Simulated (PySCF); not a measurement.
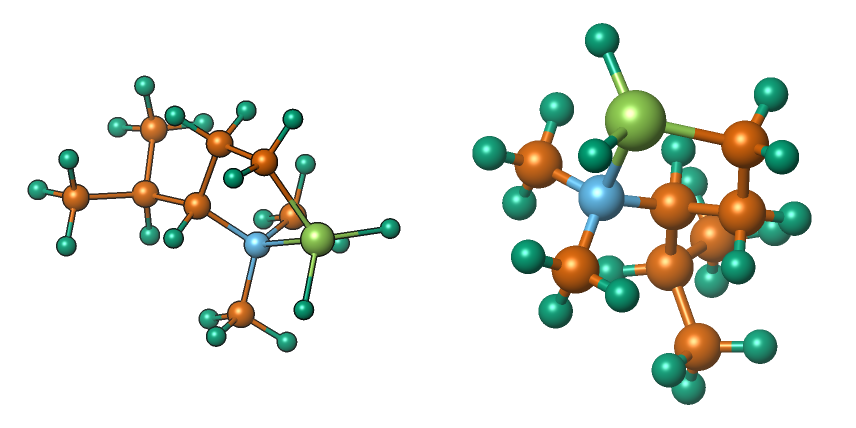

Both panels show the same species. Colours: carbon orange, aluminium green, nitrogen blue, hydrogen teal.

The geometry was computed by an optimisation with PBE0-D3(BJ)/def2-SVP. No frequency run is at hand to confirm it as a minimum.

**Which formula does it have?**

C₈H₂₀AlN, 30 atoms: 8 carbon, 20 hydrogen, 1 aluminium and 1 nitrogen.

**How many bonds of each kind are drawn?**

18 C–H, 5 C–C, 3 C–N, 2 Al–H, 1 C–Al, 1 Al–N.

**What is the point group of this geometry?**

C1.

**Give a SMILES string for it.**

CC(C)[C@@H]1C[CH2][AlH2-][N+]1(C)C

The parts below concern this one geometry. Atoms keep their numbers from picture to picture.

## Ring current

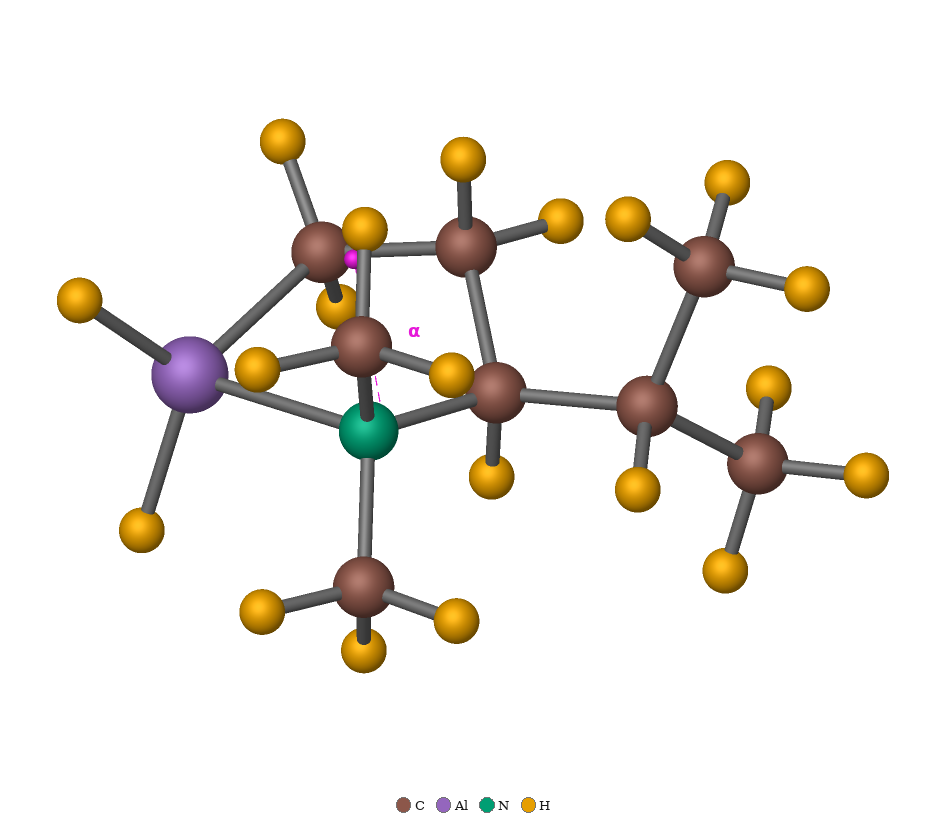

The small points mark where nucleus-independent chemical shifts (NICS) were computed: at the centre of each lettered ring and 1 Å above and below it. No frequency run is at hand to confirm it as a minimum. Method: GIAO HF/pcSseg-1 NMR shielding, non-relativistic, gas phase (PySCF 2.14.0).

Give NICS(0), NICS(1) and the out-of-plane component NICS(1)zz for each ring (means of the two sides).

```tsv
ring	members	NICS(0)	NICS(1)	NICS(1)zz
α	C3AlN	−5.0	−3.4	0.0
```

Values in ppm.

**What do the values say about the ring currents?**

Ring α: weak, as in a non-aromatic ring. NICS is one index among several.

## Dipole moment

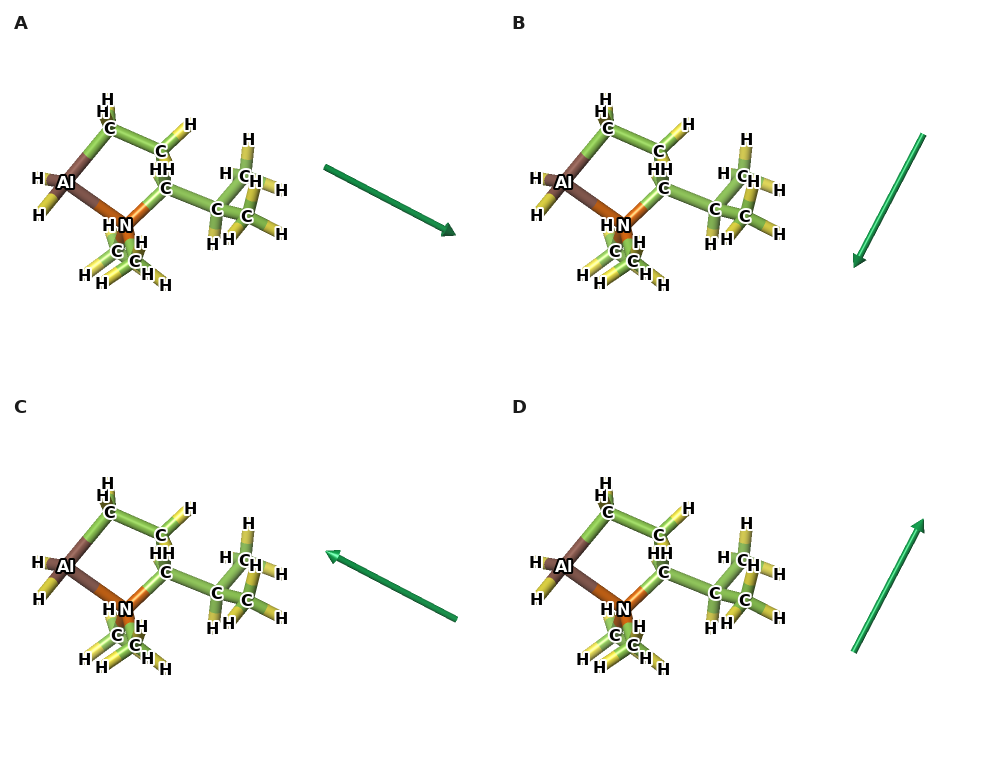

The same molecule four times, each with an arrow. No frequency run is at hand to confirm it as a minimum. Level of theory: PBE0/pcSseg-1, gas phase (PySCF 2.14.0).

**Which arrow points along the dipole moment, from the negative to the positive end?**

A. The dipole moment is 4.79 D.

## NMR shielding

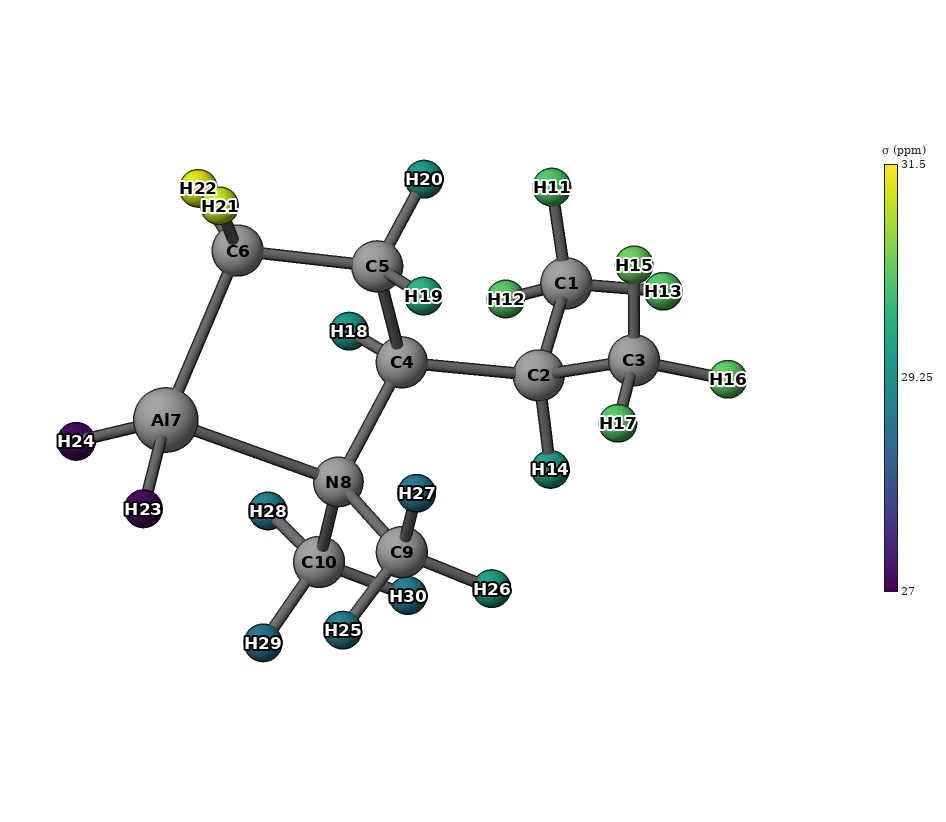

Atoms are coloured by their isotropic NMR shieldings (H only, the others grey). No frequency run is at hand to confirm it as a minimum. Level of theory: GIAO PBE0/pcSseg-1 NMR shielding, non-relativistic, gas phase (PySCF 2.14.0).

Give the isotropic NMR shieldings of the H atoms atom by atom.

```csv
atom,σ (ppm)
H11,30.28
H12,30.33
H13,30.29
H14,29.58
H15,30.48
H16,30.42
H17,30.30
H18,29.40
H19,29.87
H20,29.43
H21,31.12
H22,31.25
H23,27.14
H24,27.13
H25,28.95
H26,29.53
H27,28.78
H28,28.94
H29,28.68
H30,28.90
```
